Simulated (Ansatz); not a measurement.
# BaZn (Pm-3m): Grüneisen parameters, part 2 of 2

Wanted: mode Grüneisen parameters of BaZn (Pm-3m).

Ansatz 0.2.0; DFT PBEsol, scalar-relativistic, plane waves, PAW; PAW set soft_1.

So far, highest frequency on the path or at a solved wavevector (cm⁻¹): step 2 (the dispersion) 105.

## 4. Phonons at the other volume, volume ratio 0.97

The phonons are repeated at this volume on the same k and q meshes.

File input.yaml:

```yaml
crystal:
  lattice:
    - [3.9503700151, 0.0, 0.0]
    - [0.0, 3.9503700151, 0.0]
    - [0.0, 0.0, 3.9503700151]
  atoms:
    - { symbol: Ba, position: [0.0, 0.0, 0.0] }
    - { symbol: Zn, position: [0.5, 0.5, 0.5] }
kpoints:
  mp_grid: { grid: [12, 12, 12] }
hamiltonian:
  xc: pbesol
  pseudopotentials: { kind: paw, azcp: { folder: soft_1 }, xc_functional: pbe }
scf:
  occupations: { method: methfessel_paxton, width: 0.2 }
output:
  eigenvalues: true
phonons:
  method: dfpt
  qmesh: [4, 4, 4]
  temperatures: { t_max: 1000, t_step: 50 }
  qpath:
    path:
      - [[0.0, 0.0, 0.0], [0.0, 0.5, 0.0], [0.5, 0.5, 0.0], [0.0, 0.0, 0.0], [0.5, 0.5, 0.5], [0.0, 0.5, 0.0]]
      - [[0.5, 0.5, 0.5], [0.5, 0.5, 0.0]]
    npoints: 10
```

On the command line:

```
ansatz run input.yaml --threads 4 --pin off --max-ram 10240MiB --backend cpu --events-out ev --progress --plain --runs-dir out
```

Numbers of over 12 decimals in the logs are rounded to 6 here.

The program printed:

```text
[...]
Crystal: 2 atoms, lattice volume = 61.647 Å³
Basis set: ecut = 420 eV, 1213 PW (Γ), exchange–correlation on 54×54×54 points (8 copies of the dense FFT grid, shifted against one another)
Bands: 15, of which v1, the nominal top of the filled ones, is band 11 counted from 1 (10 counted from 0)
Symmetry: 48 space group operations
k-points: 84 of 1728
[...]
SCF iter   1: F=—  HF=-9145.381124 eV  |F-HF|=—  |Δ(HF+E_count)|=         —  Δρ=1.05e-1  dr2=6.15e0  ethr=3.10e-3  ⟨swp⟩=7.3  Hψ=8618  notcnv=0
[...]
SCF iter  11: F=-9143.925210 eV  HF=-9143.925210 eV  |F-HF|=0.00e0  |Δ(HF+E_count)|=  1.64e-10  S|Δr|=    0.00e0  Δρ=8.95e-8  dr2=3.77e-12  ethr=1.00e-12  ⟨swp⟩=6.1  Hψ=8141  notcnv=0
[...]
SCF 1 converged in 11 iterations: F = -9143.925210 eV  dr2 = 3.77e-12
[...]
SCF iter  10: F=-9143.925210 eV  HF=-9143.925210 eV  |F-HF|=1.82e-12  |Δ(HF+E_count)|=  1.82e-12  S|Δr|=    0.00e0  Δρ=3.23e-9  dr2=2.45e-15  ethr=1.00e-12  ⟨swp⟩=2.0  Hψ=2556  notcnv=0
SCF 2 converged in 10 iterations: F = -9143.925210 eV  dr2 = 2.45e-15
[...]
NSCF: frozen V_eff on 84 k-points
[...]
SCF converged after 11 iterations
[...]
Free energy (F): -9143.925210 eV
[...]
Internal energy: -9143.924892 eV  (E = F + TS)
E sigma→0 (E₀):  -9143.925131 eV
Entropy (-TS):   -0.000318 eV (-0.159 meV/atom)
Fermi energy:    8.654653 eV
[...]
--- Band table (eV; the first three rows and the last of 84) ---
  k-point 0: bands = [... 7 lower, 1.6906, 1.6906, 3.1398, 9.1311, 9.1311, 12.5125, 12.5125, 12.5125]
  k-point 1: bands = [... 7 lower, 1.6911, 1.6911, 3.2456, 9.1631, 9.1639, 12.2359, 12.2359, 12.2484]
  k-point 2: bands = [... 7 lower, 1.6928, 1.6928, 3.5433, 9.1027, 9.2585, 11.6968, 11.6968, 11.9197]
  k-point 83: bands = [... 7 lower, 1.7650, 1.7650, 6.8477, 7.2306, 7.2306, 7.2306, 14.6938, 14.6938]
[...]
ASR residual: 6.319e-5 → 0.000e0 eV/Å²; symmetrization residual: 3.711e-6 eV/Å²
  ASR residual per site (eV/Å²): 6.32e-5 1.63e-6
  Γ frequencies (cm⁻¹): 0.00 0.00 0.00 111.08 111.08 111.08
--- Phonons (arbitrary-q DFPT): 10 irreducible q on the 4×4×4 mesh ---
[...]
interpolated dispersion: 62 rows × 6 modes
[...]
```

It took 7.2 min on 4 threads of Arm Neoverse V2, shared host; peak memory 2.5 GiB.

This step gave:

- sum-rule residual before enforcement: 6.32e-5 eV/Å²
- highest frequency on the path or at a solved wavevector: 111.1 cm⁻¹
- mean frequency: 74.3 cm⁻¹
- Debye temperature (second moment): 144 K
- logarithmic mean frequency: 70.2 cm⁻¹
- highest optical mode at the zone centre (no LO-TO term): 111.1 cm⁻¹
- lowest optical zone-centre mode: 111.1 cm⁻¹
- lowest mode on the q mesh (acoustic modes at Γ apart): 32.73 cm⁻¹
- zero-point energy per atom: 13.82 meV
- heat capacity at 300 K: 24.65 J/(mol atoms K)
- vibrational entropy at 300 K: 52.23 J/(mol atoms K)

Frequencies (cm⁻¹) solved at each irreducible wavevector; negative means imaginary. Frequencies by wavevector, by row:

| q in reciprocal lattice units | star | mode 1 | mode 2 | mode 3 | mode 4 | mode 5 | mode 6 |
| --- | --- | --- | --- | --- | --- | --- | --- |
| 0 0 0 | 1 | 0 | 0 | 0 | 111.1 | 111.1 | 111.1 |
| 0 0 0.25 | 6 | 39.6 | 39.6 | 55 | 99.1 | 104.7 | 104.7 |
| 0 0 -0.5 | 3 | 63.4 | 63.4 | 76.2 | 88 | 96.4 | 96.4 |
| 0 0.25 0.25 | 12 | 35.5 | 51.1 | 78.1 | 86.5 | 100.4 | 102.8 |
| 0 0.25 -0.5 | 12 | 40.4 | 58 | 62 | 92.7 | 96.3 | 97.2 |
| 0 -0.5 -0.5 | 3 | 32.7 | 32.7 | 54.3 | 92.1 | 92.1 | 94.5 |
| 0.25 0.25 0.25 | 8 | 52.5 | 52.5 | 67.3 | 91.6 | 98 | 98 |
| 0.25 0.25 -0.5 | 12 | 43.6 | 62.1 | 71 | 85.6 | 87.2 | 97.8 |
| 0.25 -0.5 -0.5 | 6 | 48.1 | 48.1 | 65.7 | 84.3 | 87.9 | 87.9 |
| -0.5 -0.5 -0.5 | 1 | 72.3 | 72.3 | 72.3 | 82.4 | 82.4 | 82.4 |

The highest optical mode at the zone centre (no LO-TO term) is 111.1 cm⁻¹, +5.7 cm⁻¹ against the base run.

## 5. Relaxing at another volume, volume ratio 1.03

The volume is scaled by 1.03 and held; symmetry leaves nothing to relax, so this is a single point. The modes can then be followed against volume.

input.yaml, the sections that differ from step 4:

```yaml
crystal:
  lattice:
    - [4.0301969772, 0.0, 0.0]
    - [0.0, 4.0301969772, 0.0]
    - [0.0, 0.0, 4.0301969772]
  atoms:
    - { symbol: Ba, position: [0.0, 0.0, 0.0] }
    - { symbol: Zn, position: [0.5, 0.5, 0.5] }
output:
  forces: true
  stress: true
  eigenvalues: true
# kpoints, hamiltonian, scf: as in step 4
# phonons: removed
```

The program printed:

```text
[...]
Crystal: 2 atoms, lattice volume = 65.460 Å³
Basis set: ecut = 420 eV, 1309 PW (Γ), exchange–correlation on 54×54×54 points (8 copies of the dense FFT grid, shifted against one another)
Bands: 15, of which v1, the nominal top of the filled ones, is band 11 counted from 1 (10 counted from 0)
Symmetry: 48 space group operations
[...]
k-points: 84 of 1728
[...]
P = ⅓ Tr σ = -0.6893 GPa (-6.893 kbar)
--- Band table (eV; the first three rows and the last of 84) ---
  k-point 0: bands = [... 7 lower, 1.1059, 1.1059, 2.6347, 8.5480, 8.5480, 11.7210, 11.7210, 11.7210]
  k-point 1: bands = [... 7 lower, 1.1062, 1.1063, 2.7308, 8.5661, 8.5799, 11.4535, 11.4590, 11.4590]
  k-point 2: bands = [... 7 lower, 1.1070, 1.1074, 3.0036, 8.4655, 8.6714, 10.9535, 10.9535, 11.1432]
  k-point 83: bands = [... 7 lower, 1.1712, 1.1712, 6.1665, 6.7469, 6.7469, 6.7469, 13.7376, 13.7376]
[key lines of the parts left out:]
SCF converged after 9 iterations
Free energy (F): -9143.925604 eV
Fermi energy:    8.024370 eV
```

It took 1.7 s on 4 threads; peak memory 0.37 GiB.

This step gave:

```
pressure        : -0.6893 GPa
volume per atom : 32.73 Å³
```

The run ends at a pressure of -0.69 GPa.

## 6. Phonons at the other volume, volume ratio 1.03

The phonons are repeated at this volume on the same k and q meshes.

input.yaml, as its differences from that of step 5:

```diff
@@ -16,4 +16,11 @@
 output:
-  forces: true
-  stress: true
   eigenvalues: true
+phonons:
+  method: dfpt
+  qmesh: [4, 4, 4]
+  temperatures: { t_max: 1000, t_step: 50 }
+  qpath:
+    path:
+      - [[0.0, 0.0, 0.0], [0.0, 0.5, 0.0], [0.5, 0.5, 0.0], [0.0, 0.0, 0.0], [0.5, 0.5, 0.5], [0.0, 0.5, 0.0]]
+      - [[0.5, 0.5, 0.5], [0.5, 0.5, 0.0]]
+    npoints: 10
```

The program printed:

```text
[...]
Crystal: 2 atoms, lattice volume = 65.460 Å³
Basis set: ecut = 420 eV, 1309 PW (Γ), exchange–correlation on 54×54×54 points (8 copies of the dense FFT grid, shifted against one another)
Bands: 15, of which v1, the nominal top of the filled ones, is band 11 counted from 1 (10 counted from 0)
Symmetry: 48 space group operations
k-points: 84 of 1728
[...]
k-point 83: bands = [... 7 lower, 1.1716, 1.1716, 6.1666, 6.7469, 6.7469, 6.7469, 13.7376, 13.7376]
[...]
ASR residual: 6.767e-5 → 0.000e0 eV/Å²; symmetrization residual: 1.175e-6 eV/Å²
  ASR residual per site (eV/Å²): 6.77e-5 6.19e-5
  Γ frequencies (cm⁻¹): 0.00 0.00 0.00 99.97 99.97 99.97
--- Phonons (arbitrary-q DFPT): 10 irreducible q on the 4×4×4 mesh ---
[...]
interpolated dispersion: 62 rows × 6 modes
[...]
[key lines of the parts left out:]
SCF converged after 11 iterations
Free energy (F): -9143.925604 eV
Fermi energy:    8.024369 eV
```

The job ended after 7.4 min (4 threads; peak memory 2.6 GiB).

This step gave:

- sum-rule residual before enforcement: 6.77e-5 eV/Å²
- highest frequency on the path or at a solved wavevector: 100 cm⁻¹
- mean frequency: 68.7 cm⁻¹
- Debye temperature (second moment): 132 K
- logarithmic mean frequency: 65.7 cm⁻¹
- highest optical mode at the zone centre (no LO-TO term): 99.97 cm⁻¹
- lowest optical zone-centre mode: 99.97 cm⁻¹
- lowest mode on the q mesh (acoustic modes at Γ apart): 36.53 cm⁻¹
- zero-point energy per atom: 12.78 meV
- heat capacity at 300 K: 24.7 J/(mol atoms K)
- vibrational entropy at 300 K: 53.88 J/(mol atoms K)

The highest optical mode at the zone centre (no LO-TO term) is 100.0 cm⁻¹, -5.4 cm⁻¹ against the base run.

## 7. Grüneisen parameters

The Grüneisen parameter of a mode is minus the logarithmic change of its frequency with volume, −d ln ω / d ln V; weighted by heat capacity it gives the expansion.

This step gave:

```yaml
bulk_modulus: 24.8 GPa
```

The phonon branches at the labelled points (cm⁻¹):

| point | branch 1 | branch 2 | branch 3 | branch 4 | branch 5 | branch 6 |
| --- | --- | --- | --- | --- | --- | --- |
| Γ | 0 | 0 | 0 | 105 | 105 | 105 |
| X | 61 | 61 | 74 | 85 | 92 | 92 |
| M | 36 | 36 | 52 | 87 | 87 | 90 |
| Γ | 0 | 0 | 0 | 105 | 105 | 105 |
| R | 68 | 68 | 68 | 81 | 81 | 81 |
| X | 61 | 61 | 74 | 85 | 92 | 92 |
| jump to R | 68 | 68 | 68 | 81 | 81 | 81 |
| M | 36 | 36 | 52 | 87 | 87 | 90 |

The same for volume x 0.97:

| point | branch 1 | branch 2 | branch 3 | branch 4 | branch 5 | branch 6 |
| --- | --- | --- | --- | --- | --- | --- |
| Γ | 0 | 0 | 0 | 111 | 111 | 111 |
| X | 63 | 63 | 76 | 88 | 96 | 96 |
| M | 33 | 33 | 54 | 92 | 92 | 94 |
| Γ | 0 | 0 | 0 | 111 | 111 | 111 |
| R | 72 | 72 | 72 | 82 | 82 | 82 |
| X | 63 | 63 | 76 | 88 | 96 | 96 |
| R | 72 | 72 | 72 | 82 | 82 | 82 |
| M | 33 | 33 | 54 | 92 | 92 | 94 |

The same for volume x 1.03:

| point | branch 1 | branch 2 | branch 3 | branch 4 | branch 5 | branch 6 |
| --- | --- | --- | --- | --- | --- | --- |
| Γ | 0 | 0 | 0 | 100 | 100 | 100 |
| X | 58 | 58 | 71 | 82 | 88 | 88 |
| M | 38 | 38 | 49 | 82 | 82 | 85 |
| Γ | 0 | 0 | 0 | 100 | 100 | 100 |
| R | 65 | 65 | 65 | 80 | 80 | 80 |
| X | 58 | 58 | 71 | 82 | 88 | 88 |
| R | 65 | 65 | 65 | 80 | 80 | 80 |
| M | 38 | 38 | 49 | 82 | 82 | 85 |

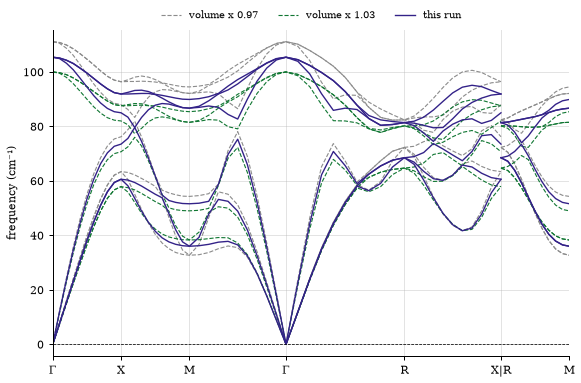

Phonon branches along the path; dashed: volume x 0.97 and volume x 1.03.

Mode Grueneisen parameter -dln(w)/dln(V), modes matched by rank; at Γ the acoustic branches take the value of a neighbouring point of the path. Mode grüneisen parameters along the path, in :

| point | branch 1 | branch 2 | branch 3 | branch 4 | branch 5 | branch 6 |
| --- | --- | --- | --- | --- | --- | --- |
| Γ | 1.30 | 1.30 | 1.11 | 1.75 | 1.75 | 1.75 |
| X | 1.51 | 1.51 | 1.25 | 1.18 | 1.59 | 1.59 |
| M | -2.63 | -2.63 | 1.71 | 2.04 | 2.04 | 1.69 |
| Γ | -0.19 | 1.21 | 1.47 | 1.75 | 1.75 | 1.75 |
| R | 1.85 | 1.85 | 1.85 | 0.45 | 0.45 | 0.45 |
| X | 1.51 | 1.51 | 1.25 | 1.18 | 1.59 | 1.59 |
| jump to R | 1.85 | 1.85 | 1.85 | 0.45 | 0.45 | 0.45 |
| M | -2.63 | -2.63 | 1.71 | 2.04 | 2.04 | 1.69 |

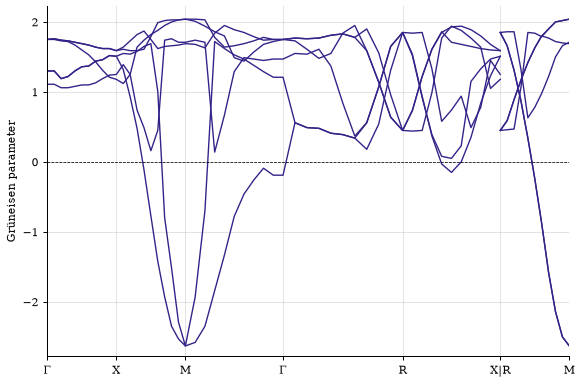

Mode grüneisen parameters along the path.

(dS/dlnV)/C_V. Table of thermodynamic Grueneisen parameter by temperature:

| temperature (K) | thermodynamic Grueneisen parameter |
| --- | --- |
| 50 | 0.992 |
| 100 | 1.08 |
| 150 | 1.10 |
| 200 | 1.11 |
| 250 | 1.11 |
| 300 | 1.11 |
| 350 | 1.11 |
| 400 | 1.11 |
| 450 | 1.11 |
| 500 | 1.11 |
| 550 | 1.11 |
| 600 | 1.11 |
| 650 | 1.11 |
| 700 | 1.11 |
| 750 | 1.11 |
| 800 | 1.11 |
| 850 | 1.11 |
| 900 | 1.11 |
| 950 | 1.11 |
| 1000 | 1.11 |

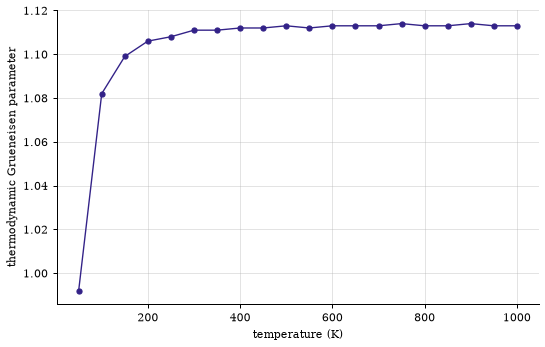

Thermodynamic Grueneisen parameter against temperature.

Gamma C_V/(B V) at the static volume. Volume expansion against temperature:

| temperature (K) | volume expansion (1e-6/K) |
| --- | --- |
| 50 | 36.8 |
| 100 | 51.8 |
| 150 | 55.4 |
| 200 | 56.7 |
| 250 | 57.4 |
| 300 | 57.8 |
| 350 | 57.9 |
| 400 | 58.1 |
| 450 | 58.2 |
| 500 | 58.2 |
| 550 | 58.3 |
| 600 | 58.3 |
| 650 | 58.4 |
| 700 | 58.4 |
| 750 | 58.4 |
| 800 | 58.4 |
| 850 | 58.4 |
| 900 | 58.5 |
| 950 | 58.5 |
| 1000 | 58.5 |

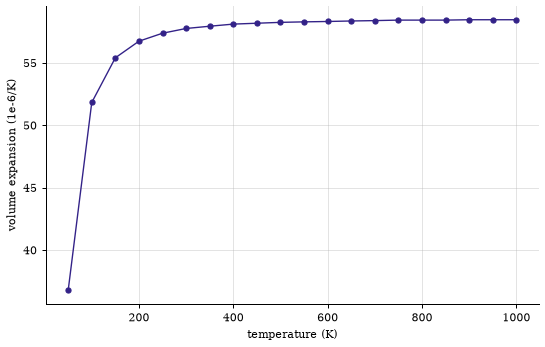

Volume expansion against temperature.

## 8. Results

| Property | Result |
| --- | --- |
| bulk modulus | 24.8 GPa |
| thermodynamic Grüneisen parameter at 300 K | 1.111 |
| volume expansion at 300 K, estimated | 57.75 × 10⁻⁶ K⁻¹ |

**Reading.** By this estimate the volume grows by 57.8 × 10⁻⁶ per kelvin at 300 K. The highest optical mode at Γ goes from 111 to 100 cm⁻¹ as the cell grows, a Grüneisen parameter of 1.76. Mode parameters on the path run from -2.6 to 2.0, with a median of 1.5. Modes with negative values stiffen as the cell grows and pull against the expansion. Branches are matched by rank, so values near crossings are rough. The expansion is the Grüneisen estimate at the static volume, with the static bulk modulus. With no gap, or one that is small against the smearing, the frequencies hang on the k mesh and the smearing, most of all near Kohn anomalies. Spin-orbit coupling is left out, which can matter for the heavy elements here. The PAW files were made for PBE and serve the other functionals too. A phonon run warned that its eigensolver left some bands unconverged in a pass.

[Logs are printed without paths, hosts, clocks, repeated set-up lines and the standing remarks that a program may print on its own settings, such as how far it seeks lower states.]

[Hosts, paths, dates, database ids (printed as entryN), source tags and the programs' standing remarks are cut or masked in the printed files.]
